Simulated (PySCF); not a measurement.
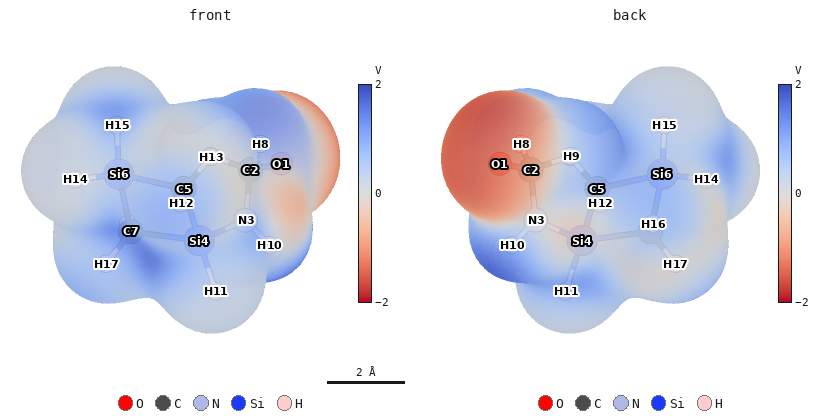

The picture shows: C$_{3}$H$_{10}$NOSi$_{2}$ (doublet). The electrostatic potential painted on the density surface at 0.002 e/bohr³, seen from the front and from behind; red is negative and blue positive.

Geometry: GFN2-xTB.

The calculation used PySCF 2.14.0, density-fitted response routines, UKS B3LYP, pcH-1 on C H N O Si, non-relativistic, mean-field spin-orbit, GIAO.

| atom | x (Å) | y (Å) | z (Å) |
| --- | --- | --- | --- |
| O | -3.1175 | -1.2107 | 0.7962 |
| C | -2.0666 | -0.5510 | 0.4710 |
| N | -1.5254 | -0.7665 | -0.8439 |
| Si | 0.0188 | -0.2428 | -1.4116 |
| C | 0.4485 | 1.5039 | -0.7417 |
| Si | 1.7648 | 0.7995 | 0.4692 |
| C | 1.4817 | -0.9133 | -0.3542 |
| H | -2.2212 | 0.5621 | 0.5607 |
| H | -1.2207 | -0.6959 | 1.1981 |
| H | -2.0936 | -1.4058 | -1.3779 |
| H | 0.0063 | -0.4949 | -2.8500 |
| H | 0.8703 | 2.1622 | -1.4962 |
| H | -0.3750 | 2.0471 | -0.2856 |
| H | 3.1093 | 1.3534 | 0.3063 |
| H | 1.3617 | 0.8483 | 1.8773 |
| H | 1.2255 | -1.7247 | 0.3222 |
| H | 2.3261 | -1.2588 | -0.9438 |

Question: Which sites attract a positive test charge, and which a negative one?

Answer: A positive charge is drawn to the negative regions and a negative charge to the positive ones. The most negative region (about −1.6 V) lies over O1, the most positive (about +1.6 V) over H10. O1 is the likeliest acceptor of a hydrogen bond.
